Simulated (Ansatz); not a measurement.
Complex (SMILES): O (H2O) with FCl (F-Cl), atoms 1 to 3 the first; geometry from B3LYP-D3(BJ)/def2-TZVP, monomers rigid:
```xyz
5

O     -0.2891    -0.2900    -0.2583
H     -0.6031     0.5726     0.0378
H      0.6165    -0.1532    -0.5610
F      0.0906    -2.5011     3.1950
Cl    -0.0773    -1.6206     1.7858
```

Basis-set convergence of the counterpoise-corrected interaction energy at wB97M-V with Ansatz (an electronic-structure program). Cartesian d functions, on some or all atoms, in 6-31G**; all else is spherical. The program fits the integrals of some runs and decomposes those of others, by size. The functional holds VV10 correlation; no added dispersion term, no relativity. Functions are those of the species that has most. Reference: the value in aug-pcseg-3, -6.08 kcal/mol, itself unsure by roughly 0.03 kcal/mol (its mean distance from aug-cc-pV(Q+d)Z, def2-QZVPPD). Deviations are taken from unrounded values. Cost is core time over that of STO-3G, rough, on shared machines of one kind.

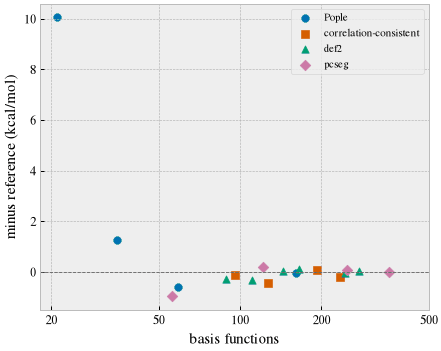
*Deviation from the reference against the number of basis functions, by family of sets.*

| basis | functions | counterpoise-corrected interaction energy (kcal/mol) | minus reference (kcal/mol) | cost |
|---|---|---|---|---|
| STO-3G | 21 | 3.97 | 10.05 | 1× |
| 3-21G | 35 | -4.83 | 1.25 | 2× |
| pcseg-1 | 56 | -7.05 | -0.97 | 1× |
| 6-31G** | 59 | -6.67 | -0.59 | 2× |
| def2-SVPD | 89 | -6.35 | -0.27 | 2× |
| aug-cc-pV(D+d)Z | 96 | -6.22 | -0.14 | 3× |
| def2-TZVP | 111 | -6.38 | -0.30 | 2× |
| pcseg-2 | 122 | -5.89 | 0.20 | 2× |
| cc-pV(T+d)Z | 127 | -6.53 | -0.45 | 3× |
| def2-TZVPD | 144 | -6.03 | 0.05 | 3× |
| 6-311++G(3df,3pd) | 161 | -6.14 | -0.06 | 3× |
| def2-TZVPPD | 165 | -5.98 | 0.10 | 3× |
| aug-cc-pV(T+d)Z | 193 | -6.01 | 0.07 | 5× |
| cc-pV(Q+d)Z | 234 | -6.29 | -0.21 | 4× |
| def2-QZVPP | 244 | -6.12 | -0.04 | 4× |
| pcseg-3 | 250 | -6.02 | 0.06 | 5× |
| def2-QZVPPD | 277 | -6.05 | 0.03 | 6× |
| aug-pcseg-3 | 357 | -6.08 | 0.00 | 9× |
